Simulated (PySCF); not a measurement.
```csv
atom,x (Å),y (Å),z (Å)
H,0.0000,0.0000,-1.7037
W,0.0000,0.0000,0.0093
```

Core potentials replace the inner electrons of W.

Level of theory: PySCF, PBE0/def2-TZVPP, non-relativistic Hamiltonian with scalar-relativistic core potentials where named, at a bond length of 1.713 Å.

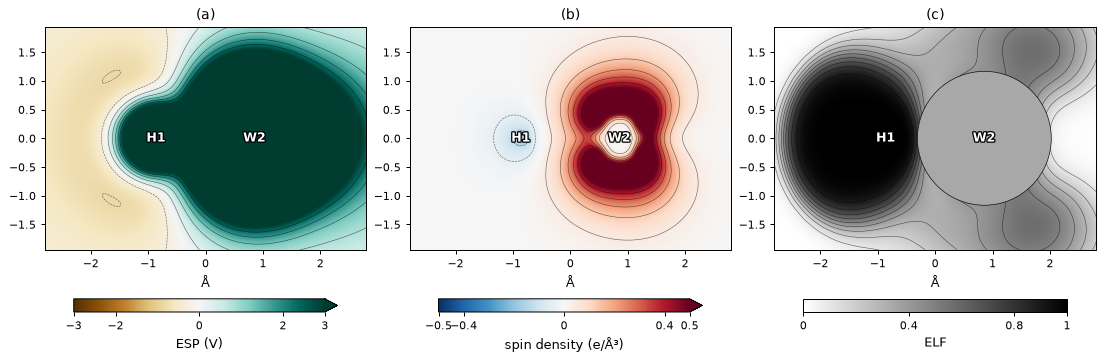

WH (sextet). (a) electrostatic potential; (b) spin density (α minus β); (c) electron localisation function on a plane that holds the molecular axis. Grey discs cover the atomic cores in the ELF map.

Describe what can be read from this map.

Atoms in the plane: H and W. W–H (1.71 Å): the ELF climbs to about 1 towards the hydrogen. The unpaired spin (5 electrons) lies mostly on W2 (about 5.0), in electrons by Hirshfeld's partition. Outside the dense part of the molecule the potential is most negative (−0.8 V) near H1.
